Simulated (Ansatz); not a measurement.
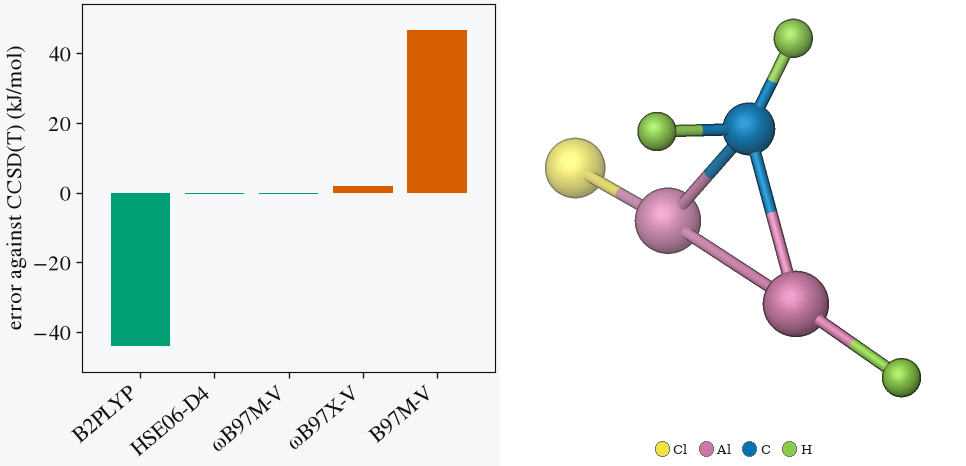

Error in the electronic atomisation energy (method less reference, so positive means overbinding) of CH₃Al₂Cl, SMILES [Cl][Al]1[CH2][AlH]1, singlet: functionals in def2-TZVPP against frozen-core CCSD(T) at the limit (MP2 extrapolated from triple and quadruple zeta, plus CCSD(T) less MP2 in a smaller set), which gives 2100.5 kJ/mol, at a PBE0-D4/def2-TZVP geometry (a minimum by its frequencies), no zero-point or spin-orbit term, the Ansatz code. The reference leaves out core correlation, a term that grows with the number of heavy atoms. B2PLYP holds a correlation term that converges slowly with the basis, so part of the distance to the limit is basis error. No dispersion term is added to B2PLYP.

Q: Which of these levels overbind, and which underbind?

A: Overbind: B97M-V. Underbind: B2PLYP. Within 20 kJ/mol of zero, too close to call in view of what the reference leaves out: HSE06-D4, ωB97M-V and ωB97X-V.

Q: Give the values.

A:
| level | kJ/mol |
| --- | --- |
| B2PLYP | −44.2 |
| HSE06-D4 | −0.4 |
| ωB97M-V | −0.4 |
| ωB97X-V | 1.9 |
| B97M-V | 46.8 |
